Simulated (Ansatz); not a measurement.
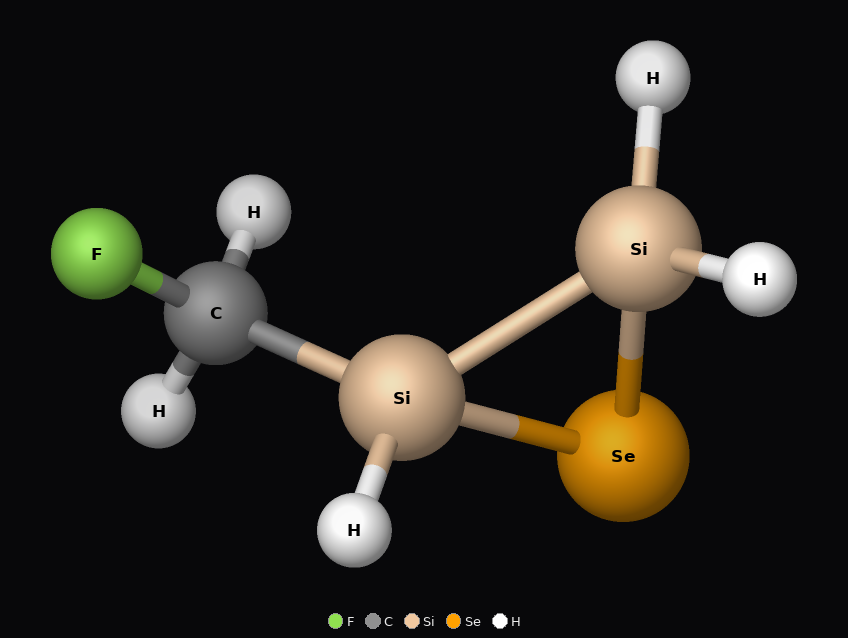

Ball-and-stick drawing of a structure. Every bond is drawn as one stick, whatever its order.

The geometry was computed by an optimisation with PBE0-D4/def2-TZVP. No frequency run is at hand to confirm it as a minimum.

Question: Give the formula.

Answer: CH₅FSeSi₂, 10 atoms: 1 carbon, 5 hydrogen, 1 fluorine, 1 selenium and 2 silicon.

Question: Does it have rings?

Answer: Independent rings (smallest set): 1 of 3 members.

Question: Give a SMILES string for it.

Answer: FC[Si@@H]1[SiH2][Se]1

Question: How many atoms are distinct by symmetry?

Answer: 10: 1 F, 1 C, 1 Si, 1 Si, 1 Se, 1 H, 1 H, 1 H, 1 H, 1 H.

More results for the same structure follow; atom numbers are the same in all pictures, views and colours differ.

### Charges

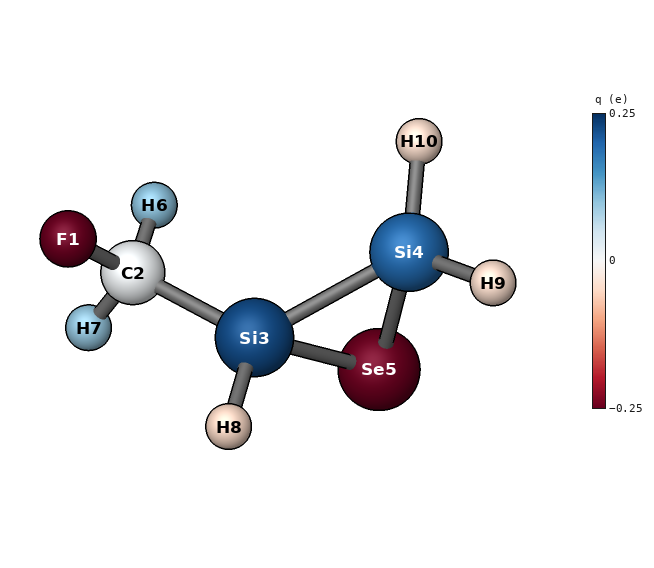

Atoms are coloured by their Mulliken charges. No frequency run is at hand to confirm it as a minimum. Method: RKS B3LYP-D4/def2-TZVPP (Ansatz 0.2.0).

Question: Which atom carries the highest charge (most positive or least negative)?

Answer: Si3 (0.22 e).

Question: And the lowest?

Answer: F1 (−0.25 e).

Give the Mulliken charges atom by atom.

```json
{"atom": "F1", "value (e)": "−0.25"}
{"atom": "C2", "value (e)": "0.01"}
{"atom": "Si3", "value (e)": "0.22"}
{"atom": "Si4", "value (e)": "0.20"}
{"atom": "Se5", "value (e)": "−0.24"}
{"atom": "H6", "value (e)": "0.10"}
{"atom": "H7", "value (e)": "0.10"}
{"atom": "H8", "value (e)": "−0.05"}
{"atom": "H9", "value (e)": "−0.04"}
{"atom": "H10", "value (e)": "−0.04"}
```

### Levels of theory compared

No frequency run is at hand to confirm it as a minimum. Program: Ansatz 0.2.0.

Tabulate HOMO energy (eV) at these levels: B3LYP-D4/def2-TZVPP; PBE-D4/def2-TZVPP; PBE0-D4/def2-TZVPP; r2SCAN-D4/def2-TZVPP; ωB97M-V/def2-TZVPP; ωB97X-V/def2-TZVPP.

```csv
level,HOMO energy (eV)
B3LYP-D4/def2-TZVPP,−6.91
PBE-D4/def2-TZVPP,−6.07
PBE0-D4/def2-TZVPP,−7.17
r2SCAN-D4/def2-TZVPP,−6.34
ωB97M-V/def2-TZVPP,−9.25
ωB97X-V/def2-TZVPP,−9.38
```

### Dipole moment

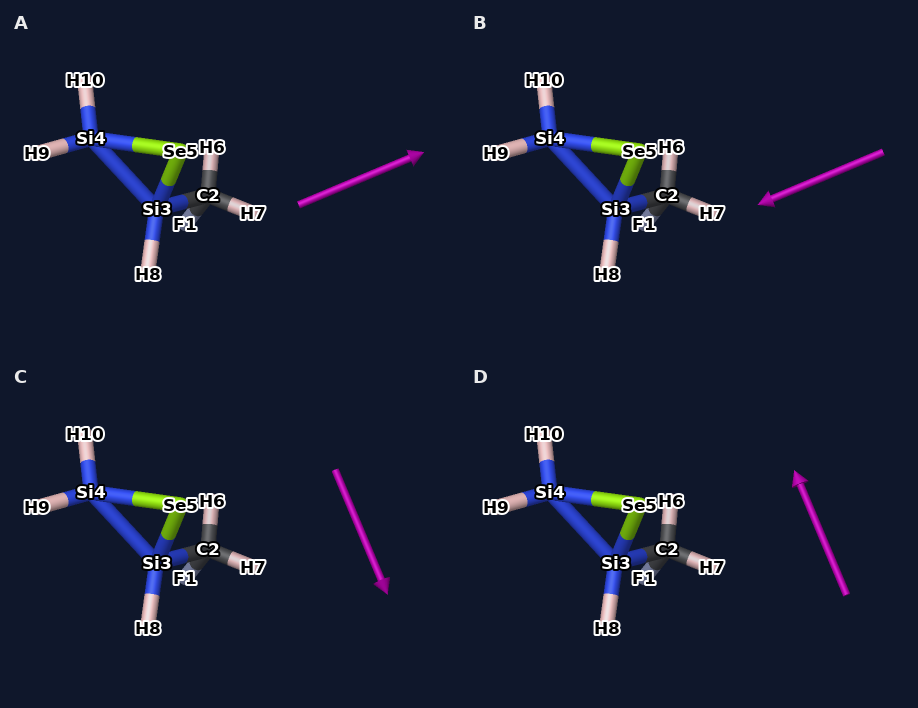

The same molecule four times, each with an arrow. No frequency run is at hand to confirm it as a minimum. Properties computed with RKS r2SCAN-D4/def2-TZVPP (Ansatz 0.2.0).

Question: Which arrow points along the dipole moment, from the negative to the positive end?

Answer: D. The dipole moment is 0.40 D; it points from the side of H8 to the side of H10 (the outermost atoms at the two ends).

Mulliken values depend strongly on the basis set and can even reverse the polarity of a bond.
